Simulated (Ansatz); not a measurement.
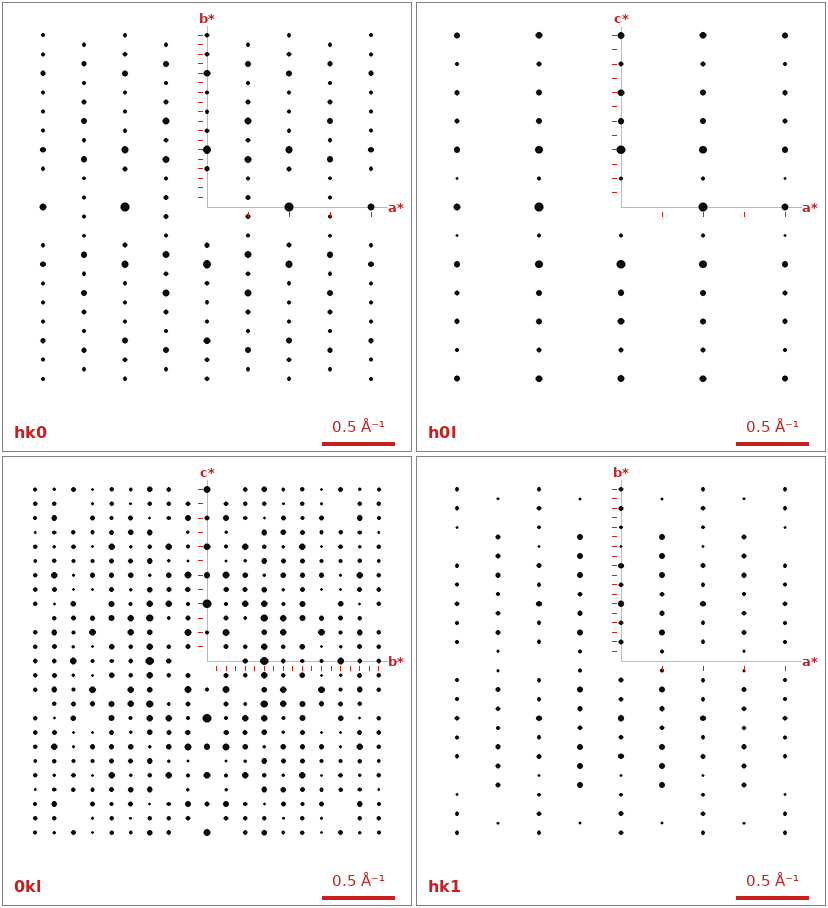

Four undistorted layers of reciprocal space, calculated for a single crystal (X-rays, kinematic |F|², B = 0.5 Å²). Tick marks count the reciprocal lattice steps of the conventional cell along each axis.

What cell do the layers give?

Answer. a* = 0.288, b* = 0.067, c* = 0.101 Å⁻¹; the cell is orthorhombic with a = 3.47 Å, b = 14.90 Å, c = 9.95 Å.

List the systematic absences.

Answer. Reflections are present only under these conditions. hkl: h + k = 2n; hk0: h + k = 2n; h0l: h = 2n, l = 2n; 0kl: k = 2n; h00: h = 2n; 0k0: k = 2n; 00l: l = 2n. The lattice is C-centred (C). A few very weak reflections are below the display threshold.

Which space groups fit?

Answer. The intensities have Laue symmetry mmm (the hk0 layer shows 2mm, hk1 shows 2mm). With these conditions the candidates are Cmc2_1 (No. 36), C2cm (No. 40), Cmcm (No. 63) (symbols for these axes; some are non-standard settings). Diffraction geometry alone does not choose among them; the structure has Cmcm. The compound is YbTaZnSe3. Structure: coordinates from a relaxation with DFT, PAW plane waves, r2scan (Ansatz); the starting structure was generated, so it need not be a known form of this composition.
